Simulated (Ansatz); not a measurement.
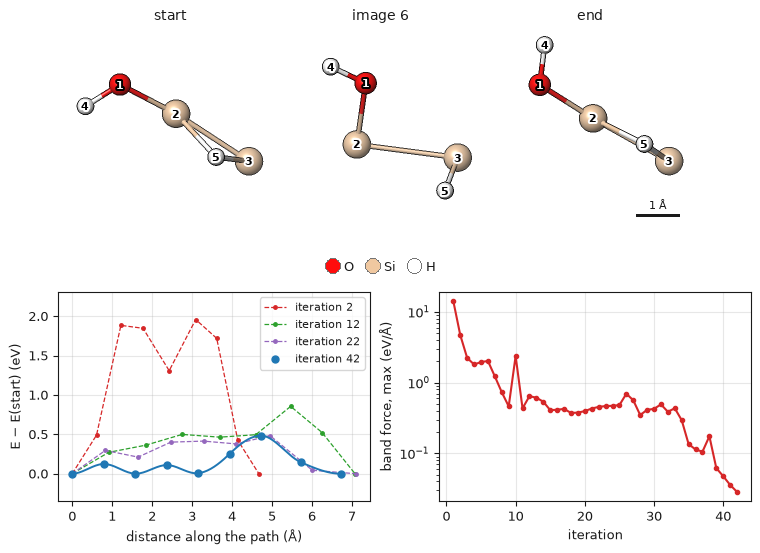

A search for the minimum-energy path of Si₂H₂O by the nudged elastic band. Images are numbered from 0 (start) to 8 (end). The plot follows the band through its iterations. Style: ball-and-stick. Shown from a free direction.

These are results of RKS PBE0-D4/def2-SVP (Ansatz), not measurements.

Input
```yaml
crystal:
  periodic: [false, false, false]
  atoms:
    - { symbol: O, position_ang: [-1.317219, -0.569923, -0.539526] }
    - { symbol: Si, position_ang: [-0.130447, -0.043021, 0.480472] }
    - { symbol: Si, position_ang: [1.679752, 0.576342, 1.361479] }
    - { symbol: H, position_ang: [-1.713245, 0.083867, -1.128668] }
    - { symbol: H, position_ang: [1.48115, -0.047266, -0.173747] }
basis:
  gaussian: { orbitals: def2-SVP }
hamiltonian:
  xc: pbe0
  dispersion: d4
neb:
  order_check: false
  images: 7
  f_tol: 0.03
  max_iterations: 60
  final_atoms:
    - { symbol: O, position_ang: [-1.35372919, 0.15428788, -0.70574677] }
    - { symbol: Si, position_ang: [-0.14404605, 0.23999202, 0.41465139] }
    - { symbol: Si, position_ang: [1.69558672, 0.22947961, 1.44106446] }
    - { symbol: H, position_ang: [-1.67242948, -0.72562941, -0.94170396] }
    - { symbol: H, position_ang: [1.474609, 0.1018689, -0.20825512] }
  initial_path:
    images:
      - { positions_ang: [[-1.317219, -0.569923, -0.539526], [-0.130447, -0.043021, 0.480472], [1.679752, 0.576342, 1.361479], [-1.713245, 0.083867, -1.128668], [1.48115, -0.047266, -0.173747]] }
      - { positions_ang: [[-1.31421416, -0.45312576, -0.59863474], [-0.28996236, -0.01772254, 0.5622482], [1.61019266, 0.48052672, 1.18315072], [-1.83501849, -0.0178887, -1.09919019], [1.82899334, 0.00820927, -0.04756398]] }
      - { positions_ang: [[-1.31120931, -0.33632851, -0.65774348], [-0.44947771, 0.00757593, 0.64402441], [1.54063332, 0.38471145, 1.00482243], [-1.95679198, -0.11964439, -1.06971238], [2.17683669, 0.06368453, 0.07861903]] }
      - { positions_ang: [[-1.30820447, -0.21953127, -0.71685223], [-0.60899307, 0.03287439, 0.72580061], [1.47107398, 0.28889617, 0.82649415], [-2.07856547, -0.22140009, -1.04023458], [2.52468003, 0.1191598, 0.20480205]] }
      - { positions_ang: [[-1.30519962, -0.10273402, -0.77596097], [-0.76850843, 0.05817285, 0.80757681], [1.40151464, 0.1930809, 0.64816586], [-2.20033896, -0.32315579, -1.01075677], [2.87252337, 0.17463506, 0.33098506]] }
      - { positions_ang: [[-1.31733201, -0.03847855, -0.75840742], [-0.61239283, 0.10362764, 0.70934546], [1.47503266, 0.20218058, 0.84639051], [-2.06836159, -0.42377419, -0.99349357], [2.52304478, 0.15644352, 0.19617502]] }
      - { positions_ang: [[-1.32946441, 0.02577693, -0.74085387], [-0.45627724, 0.14908244, 0.6111141], [1.54855068, 0.21128025, 1.04461516], [-1.93638422, -0.5243926, -0.97623036], [2.17356619, 0.13825198, 0.06136497]] }
      - { positions_ang: [[-1.3415968, 0.09003241, -0.72330032], [-0.30016165, 0.19453723, 0.51288275], [1.6220687, 0.22037993, 1.24283981], [-1.80440685, -0.625011, -0.95896716], [1.82408759, 0.12006044, -0.07344508]] }
      - { positions_ang: [[-1.35372919, 0.15428788, -0.70574677], [-0.14404605, 0.23999202, 0.41465139], [1.69558672, 0.22947961, 1.44106446], [-1.67242948, -0.72562941, -0.94170396], [1.474609, 0.1018689, -0.20825512]] }
```

Run as
```bash
ansatz run input.yaml --threads 1 --pin off --max-ram 2048MiB --backend cpu --events-out ev --progress --plain --runs-dir out
```

Question: Did the band converge, and can the barrier be trusted?

Answer: The run is converged, with reservations. The band converged in 42 iterations. The largest component of the band force went from 14 to 0.028 eV/Å. The climbing image converged on the top of the path. Its vibrational analysis gives one imaginary mode (103i cm⁻¹), as a transition state must have. The first iteration put the highest image at 4.84 eV. The two ends have the same energy, and the highest point, image 6, lies 0.48 eV above the start. The profile has 3 maxima (images 1, 3, 6) with a dip at image 2, 4 (0.00 eV, +0.01 eV), so the process runs in steps.
